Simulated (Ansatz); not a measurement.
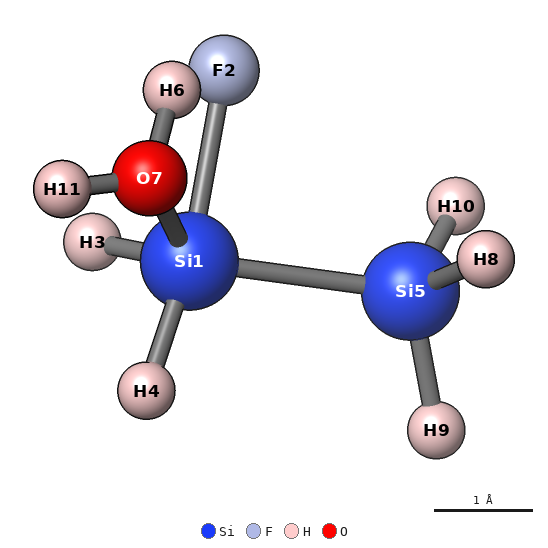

The view is orthographic, and the bar gives the scale. The computed structure is the end point of a PBE0-D4/def2-TZVP saddle-point search.

Write Cartesian coordinates in Å in the frame of the picture: x to the right, y up, z towards the viewer, origin at the mean of the atomic positions.

```xyz
11
FH7OSi2
Si  -0.69  -0.25  -0.16
F   -0.34   1.71  -0.30
H   -1.68  -0.05  -1.25
H   -1.13  -1.57   0.41
Si   1.57  -0.55  -0.63
H   -0.87   1.51   0.87
O   -1.10   0.60   1.42
H    2.35  -0.23   0.60
H    1.84  -1.98  -0.98
H    2.04   0.32  -1.74
H   -1.99   0.49   1.76
```
